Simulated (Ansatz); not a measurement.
**BLYP/STO-3G run of AlH2SF (SMILES [F][AlH][SH])**

Aim: the electronic atomisation energy of AlH2SF at BLYP/STO-3G, from 5 runs. 

The calculation is run with Ansatz 0.2.0.

65 further runs of the same task are left out: 1 that didn't finish, 64 set aside as unsound or not needed.

## (1) The system as given

AlH2SF has 5 atoms, charge 0, and is taken as a singlet. SMILES: `[F][AlH][SH]`. The coordinates come from a PBE0-D4/def2-TZVP relaxation. This is one conformer, not always the lowest.

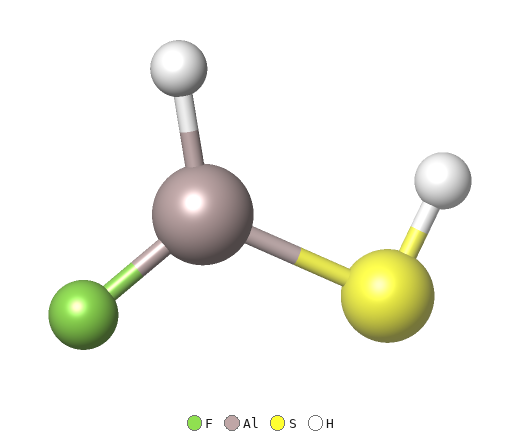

Viewed from a chosen angle; fluorine green, aluminium light grey, sulfur yellow, hydrogen white.

## (2) The energy at BLYP/STO-3G

The input, in.yaml:

```yaml
crystal:
  periodic: [false, false, false]
  atoms:
    - {symbol: F, position_ang: [-1.203500, -1.535800, 0.877500]}
    - {symbol: Al, position_ang: [-0.513900, -0.309100, 0.024800]}
    - {symbol: S, position_ang: [1.536100, 0.182600, 0.533500]}
    - {symbol: H, position_ang: [-1.341100, 0.430400, -1.085200]}
    - {symbol: H, position_ang: [1.572300, 1.158200, -0.392100]}
basis:
  gaussian:
    orbitals: STO-3G
hamiltonian:
  xc: {name: BLYP}
accuracy: high
```

Command:

```bash
$ ansatz run in.yaml --threads 1 --pin off --max-ram 2610MiB --events-out events.jsonl --progress --plain --runs-dir runs
```

Standard output:

```text
Warning: RAYON_NUM_THREADS=1 ignored (pool sized by the plan → 1); use --threads N
Functional definition: BLYP
  name "BLYP"
  parameter beta = 0.0042
  parameter a = 0.04918
  parameter b = 0.132
  parameter c = 0.2533
  parameter d = 0.349
  exchange = b88_x(beta = beta)
  correlation = lyp_c(a = a, b = b, c = c, d = d)
454 factors; integrals over basis functions are off by at most 2.9e-8 eV
mean field evaluation 1: about -19938.8547 eV, gradient 2.7e1 eV
mean field evaluation 2: about -19925.7793 eV, gradient 7.7e1 eV
mean field evaluation 4: about -19941.4687 eV, gradient 4.7e0 eV
mean field evaluation 8: about -19941.5233 eV, gradient 4.2e-2 eV
mean field evaluation 16: about -19941.5233 eV, gradient 1.3e-7 eV
mean field -19941.52329383 eV, -732.8374641983 hartree, gradient 1.5e-8 eV, S^2 0.000000; 0 other end points of the search recorded, 0 dependent functions left out
reference -19941.52332949 eV, -732.8374655089 hartree; 20, 20 occupied and 5, 5 virtual orbitals, 454 factors
Total energy: -19941.52332949 eV, -732.8374655089 hartree
```

Run time: 0.5 s. Hardware: 1 thread of AMD EPYC 9R45 (Zen 5), shared host.

## (3) The Al atom at the same level

The input, job.yaml:

```yaml
crystal:
  periodic: [false, false, false]
  atoms:
    - {symbol: Al, position_ang: [0.000000, 0.000000, 0.000000]}
basis:
  gaussian:
    orbitals: STO-3G
magnetization:
  spin_polarized: true
  initial_magnetization: 1
hamiltonian:
  xc: {name: BLYP}
accuracy: high
```

Run the same way, it converges to -239.29454 Eh (log not shown).

## (4) The F atom, same level

The input, input.yaml:

```yaml
crystal:
  periodic: [false, false, false]
  atoms:
    - {symbol: F, position_ang: [0.000000, 0.000000, 0.000000]}
basis:
  gaussian: {orbitals: STO-3G}
magnetization: {spin_polarized: true, initial_magnetization: 1}
hamiltonian: {xc: {name: BLYP}}
accuracy: high
```

Run the same way, it converges to -98.23564 Eh (log not shown).

## (5) The H atom

The input, run.yaml:

```yaml
crystal:
  periodic: [false, false, false]
  atoms:
    - {symbol: H, position_ang: [0.000000, 0.000000, 0.000000]}
basis:
  gaussian: {orbitals: STO-3G}
magnetization: {spin_polarized: true, initial_magnetization: 1}
hamiltonian: {xc: {name: BLYP}}
accuracy: high
```

Command:

```bash
$ ansatz run run.yaml --threads 1 --pin off --max-ram 2610MiB --events-out events.jsonl --progress --plain --runs-dir runs
```

Standard output:

```text
Warning: RAYON_NUM_THREADS=1 ignored (pool sized by the plan → 1); use --threads N
Functional definition: BLYP
  name "BLYP"
  parameter beta = 0.0042
  parameter a = 0.04918
  parameter b = 0.132
  parameter c = 0.2533
  parameter d = 0.349
  exchange = b88_x(beta = beta)
  correlation = lyp_c(a = a, b = b, c = c, d = d)
1 factors; integrals over basis functions are off by at most 4.6e-10 eV
mean field evaluation 1: about -12.5918 eV, gradient 0.0e0 eV
mean field evaluation 2: about -12.5918 eV, gradient 0.0e0 eV
mean field -12.59181263 eV, -0.4627405790 hartree, gradient 0.0e0 eV, S^2 0.750000; 0 other end points of the search recorded, 0 dependent functions left out
reference -12.59183075 eV, -0.4627412451 hartree; 1, 0 occupied and 0, 1 virtual orbitals, 1 factors
Total energy: -12.59183075 eV, -0.4627412451 hartree
```

Run time: 0.04 s. Hardware: 1 thread of AMD EPYC 9R45 (Zen 5), shared host.

## (6) The S atom at the same level

The input, in.yaml:

```yaml
crystal:
  periodic: [false, false, false]
  atoms:
    - symbol: S
      position_ang: [0.000000, 0.000000, 0.000000]
basis:
  gaussian: {orbitals: STO-3G}
magnetization: {spin_polarized: true, initial_magnetization: 2}
hamiltonian: {xc: {name: BLYP}}
accuracy: high
```

Command:

```bash
$ ansatz run in.yaml --threads 1 --pin off --max-ram 2610MiB --events-out events.jsonl --progress --plain --runs-dir runs
```

Standard output:

```text
Warning: RAYON_NUM_THREADS=1 ignored (pool sized by the plan → 1); use --threads N
Functional definition: BLYP
  name "BLYP"
  parameter beta = 0.0042
  parameter a = 0.04918
  parameter b = 0.132
  parameter c = 0.2533
  parameter d = 0.349
  exchange = b88_x(beta = beta)
  correlation = lyp_c(a = a, b = b, c = c, d = d)
42 factors; integrals over basis functions are off by at most 2.2e-9 eV
mean field evaluation 1: about -10711.1633 eV, gradient 1.6e-1 eV
mean field evaluation 2: about -10711.1633 eV, gradient 4.5e-3 eV
mean field evaluation 4: about -10711.1633 eV, gradient 1.2e-7 eV
mean field evaluation 8: about -10711.1634 eV, gradient 2.9e-2 eV
mean field evaluation 16: about -10711.1632 eV, gradient 2.9e-1 eV
mean field -10711.16327974 eV, -393.6279902434 hartree, gradient 2.1e-10 eV, S^2 2.000000; 2 other end points of the search recorded, 0 dependent functions left out
reference -10711.16330145 eV, -393.6279910411 hartree; 9, 7 occupied and 0, 2 virtual orbitals, 42 factors
Total energy: -10711.16330145 eV, -393.6279910411 hartree
```

It took 0.18 s on 1 thread of AMD EPYC 9R45 (Zen 5), shared host.

## (7) Outcome

At BLYP/STO-3G:

```
                     quantity          value
       molecule: total energy  -732.83747 Eh
        Al atom: total energy  -239.29454 Eh
                Al atom: ⟨S²⟩          0.750
         F atom: total energy   -98.23564 Eh
                 F atom: ⟨S²⟩          0.750
         H atom: total energy    -0.46274 Eh
                 H atom: ⟨S²⟩          0.750
         S atom: total energy  -393.62799 Eh
                 S atom: ⟨S²⟩          2.000
electronic atomisation energy      20.512 eV
```

What this shows: Taking the molecule apart into free atoms costs 20.51 eV (473 kcal/mol), before zero-point energy and without spin-orbit coupling. In a minimal basis such a difference can be off by several eV, whatever the method.
